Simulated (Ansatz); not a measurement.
```yaml
crystal:
  lattice:
    - [6.35770, 0.00000, 0.00000]
    - [0.00000, -6.69121, 0.00000]
    - [0.00000, 0.00000, -7.66981]
  atoms:
    - { symbol: Be, position: [0.00000, 0.74576, 0.96363] }
    - { symbol: Be, position: [0.50000, 0.24576, 0.96363] }
    - { symbol: Be, position: [0.00000, 0.25424, 0.96363] }
    - { symbol: Be, position: [0.50000, 0.75424, 0.96363] }
    - { symbol: Sb, position: [0.00000, 0.00000, 0.69747] }
    - { symbol: Sb, position: [0.50000, 0.50000, 0.69747] }
    - { symbol: P, position: [0.00000, 0.00000, 0.15449] }
    - { symbol: P, position: [0.50000, 0.50000, 0.15449] }
    - { symbol: P, position: [0.23106, 0.50000, 0.95467] }
    - { symbol: P, position: [0.73106, 0.00000, 0.95467] }
    - { symbol: P, position: [0.26894, 0.00000, 0.95467] }
    - { symbol: P, position: [0.76894, 0.50000, 0.95467] }
```

Space group Cmm2; a structure generated by program, which may or may not match a known phase.

The calculation used DFT PBE, scalar-relativistic, plane waves, PAW (Ansatz).

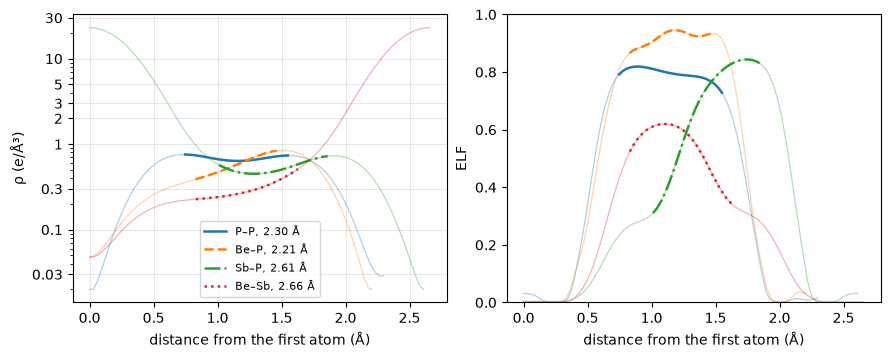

Be$_{2}$SbP$_{3}$. Valence pseudo-density and electron localisation function along straight lines between neighbouring atoms. Thin, pale parts lie inside the atomic spheres.

The density is the valence pseudo-density of a PAW calculation; it isn't the true density close to the nuclei.

### Compare the contacts.

P–P (2.30 Å): the density is about 0.64 e/Å³ at the midpoint; the ELF peaks at about 0.80 between the atoms.
Be–P (2.21 Å): the density is about 0.54 e/Å³ at the midpoint; the ELF peaks at about 0.95 between the atoms.
Sb–P (2.61 Å): ρ is about 0.45 e/Å³ halfway; the ELF peaks at about 0.85 in the valence shell of P, 0.9 Å from its nucleus, and is about 0.65 at the midpoint.
Be–Sb (2.66 Å): ρ at the midpoint is about 0.31 e/Å³; the ELF is about 0.55 at the midpoint.
